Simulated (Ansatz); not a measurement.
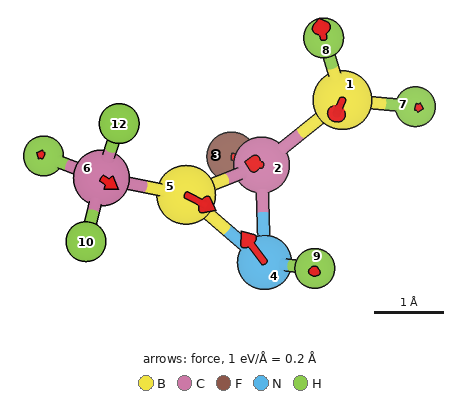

Starting geometry of C2H6B2FN (coarse preliminary run) with the computed forces as red arrows. A ball-and-stick model, seen at a tilt.

The start comes from a force field.

Method: Ansatz, RKS PBE-D4/def2-SVP.

The input:
```yaml
crystal:
  periodic: [false, false, false]
  atoms:
    - {symbol: B, position_ang: [-1.321800, -0.471500, 1.442200]}
    - {symbol: C, position_ang: [-0.759800, 0.674000, 0.453000]}
    - {symbol: F, position_ang: [-1.629100, 1.630000, -0.104500]}
    - {symbol: N, position_ang: [0.580000, 1.232100, 0.838100]}
    - {symbol: B, position_ang: [0.465800, 0.275900, -0.441600]}
    - {symbol: C, position_ang: [1.154300, -0.472200, -1.623800]}
    - {symbol: H, position_ang: [-1.834700, -0.090000, 2.454900]}
    - {symbol: H, position_ang: [-1.510300, -1.509300, 1.030400]}
    - {symbol: H, position_ang: [0.975800, 0.669800, 1.628600]}
    - {symbol: H, position_ang: [2.244600, -0.270300, -1.599200]}
    - {symbol: H, position_ang: [0.699400, -0.152800, -2.560800]}
    - {symbol: H, position_ang: [1.012700, -1.570700, -1.483200]}
basis:
  gaussian: {orbitals: def2-SVP}
hamiltonian: {xc: pbe, dispersion: d4}
relax: {f_tol: 0.03, max_steps: 200}
```

Run as
```bash
ansatz run in.yaml --threads 4 --pin off --events-out ev --progress --plain --max-ram 10444MiB
```

Question: Is this structure relaxed? If not, where do the atoms go?

Answer: It isn't relaxed: the largest force vector, on B atoms, is 3.63 eV/Å. The final displacements have little in common with the starting forces (cosine between the two patterns 0.02). Over 21 geometry steps the energy falls by 51.7 kcal/mol. Largest force component: 3.5 eV/Å at the start, 0.022 eV/Å at the end. The atom that moves furthest after the best rigid fit is H7 (2.24 Å). By element the largest moves are H 2.24 Å, F 0.99 Å, C 0.64 Å, B 0.57 Å, N 0.33 Å. Some distances before and after: B1–B5 2.702 → 1.867 Å, C2–B5 1.569 → 1.781 Å, N4–B5 1.602 → 1.403 Å, B1–C2 1.614 → 1.508 Å. Bond angles that change, for instance: B1–C2–B5 116.2° → 68.6°, B5–N4–H9 108.0° → 144.9°, C2–N4–H9 109.3° → 129.0°.
